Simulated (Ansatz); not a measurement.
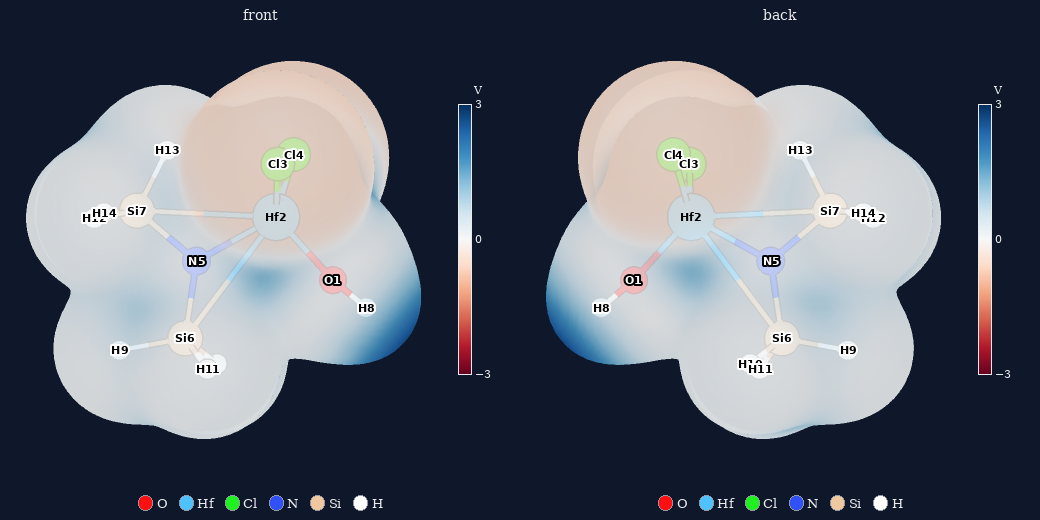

Figure 1: Cl$_{2}$H$_{7}$HfNOSi$_{2}$. The electrostatic potential painted on the density surface at 0.001 e/bohr³, seen from the front and from behind; the colour scale runs from red (negative) to blue (positive).

Geometry: PBE0-D4/def2-TZVP; core potentials replace the inner electrons of Hf.

These are results of RKS PBE0-D4/def2-TZVPP (Ansatz), not measurements.

```yaml
atoms:
  - { symbol: O, position_ang: [-2.4878, 0.7426, 0.8651] }
  - { symbol: Hf, position_ang: [-1.1984, -0.6343, 0.9900] }
  - { symbol: Cl, position_ang: [-0.4577, -0.8459, 3.2182] }
  - { symbol: Cl, position_ang: [-2.0754, -2.6417, 0.1186] }
  - { symbol: N, position_ang: [0.3141, 0.0414, -0.1894] }
  - { symbol: Si, position_ang: [0.3747, 1.5340, -1.0767] }
  - { symbol: Si, position_ang: [1.6236, -1.0936, -0.2191] }
  - { symbol: H, position_ang: [-3.2135, 1.3588, 0.8892] }
  - { symbol: H, position_ang: [1.6764, 1.6132, -1.7957] }
  - { symbol: H, position_ang: [-0.7279, 1.6040, -2.0704] }
  - { symbol: H, position_ang: [0.2606, 2.6985, -0.1608] }
  - { symbol: H, position_ang: [2.8814, -0.5343, 0.3372] }
  - { symbol: H, position_ang: [1.1497, -2.2035, 0.6696] }
  - { symbol: H, position_ang: [1.8804, -1.6392, -1.5759] }
```

### Where is the surface potential most negative and most positive?

The most negative region (about −0.5 V) lies over Cl3 and Cl4, the most positive (about +2.5 V) over H8.
